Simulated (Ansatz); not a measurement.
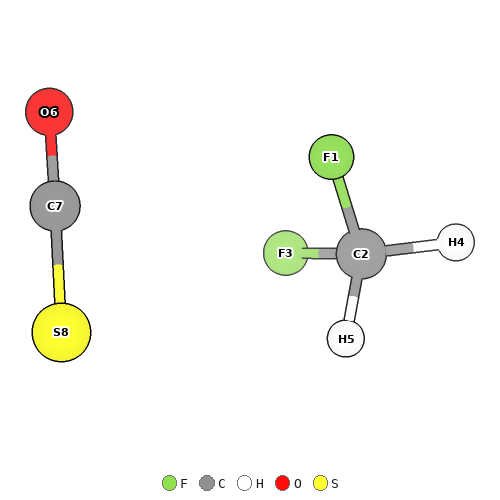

The system is the pair CH₂F₂···COS; the picture shows the reference structure. The turn is about an axis along (−0.22, 0.93, 0.28) in the frame of the relaxed pair, normal to the line between the partners. First axis: distance C2···S8. Second axis: turn of O6, C7, S8 about its own atom S8. The grid has 9 × 8 points. Points are written as (first, second). Energies are in kJ/mol, from the lowest grid point. These are results of Ansatz, RHF-MP2, frozen core/def2-SVPD, not measurements.

Its coordinates:

```
atom    x (Å)    y (Å)    z (Å)
   F   0.9089   0.6594  -0.8611
   C  -0.0432  -0.2093  -1.3095
   F  -1.2251   0.1015  -0.7022
   H  -0.1588  -0.0752  -2.3908
   H   0.2444  -1.2259  -1.0174
   O  -0.2425   1.5101   2.0171
   C   0.0566   0.3794   2.0812
   S   0.4596  -1.1399   2.1826
```

Range: distance C2···S8 from 3.065 to 5.665 Å; turn of O6, C7, S8 about its own atom S8 from −180 to 135°.

Predict the map.

The lowest grid point is at (3.724 Å, 0°). No other kind of well shows on this grid. The highest grid point, (3.065 Å, 0°), lies 22.7 kJ/mol above the lowest. On the interpolated surface the easiest way out of the lowest well to its copy in the next cell or period passes a barrier of about 7.1 kJ/mol. Round the minimum the two coordinates are nearly uncoupled.

| second ↓, first → | 3.065 | 3.206 | 3.438 | 3.724 | 4.050 | 4.411 | 4.803 | 5.222 | 5.665 |
| --- | --- | --- | --- | --- | --- | --- | --- | --- | --- |
| 135 | 15.9 | 10.3 | 6.5 | 6.2 | 7.7 | 9.7 | 11.4 | 12.7 | 13.6 |
| 90 | 13.8 | 7.5 | 3.6 | 3.8 | 5.9 | 8.5 | 10.6 | 12.2 | 13.3 |
| 45 | 17.3 | 7.7 | 1.4 | 1.0 | 3.6 | 6.9 | 9.6 | 11.6 | 12.9 |
| 0 | 22.7 | 10.4 | 1.6 | 0.0 | 2.5 | 6.0 | 9.0 | 11.2 | 12.7 |
| −45 | 17.2 | 7.7 | 1.4 | 1.0 | 3.7 | 6.9 | 9.6 | 11.6 | 12.9 |
| −90 | 13.9 | 7.5 | 3.6 | 3.8 | 5.9 | 8.5 | 10.6 | 12.2 | 13.3 |
| −135 | 15.9 | 10.3 | 6.5 | 6.2 | 7.7 | 9.7 | 11.4 | 12.7 | 13.6 |
| −180 | 16.9 | 11.4 | 7.5 | 7.0 | 8.3 | 10.1 | 11.6 | 12.8 | 13.7 |

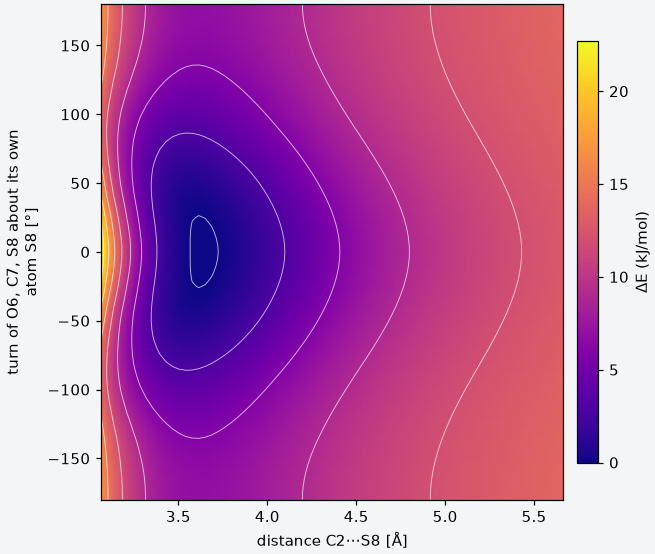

The picture shows a smooth colour map with a few white contour lines. Between grid points the surface is interpolated.

The whole map (72 points run) took 27 min on 1 thread of Arm Neoverse V1, with other jobs on the host.
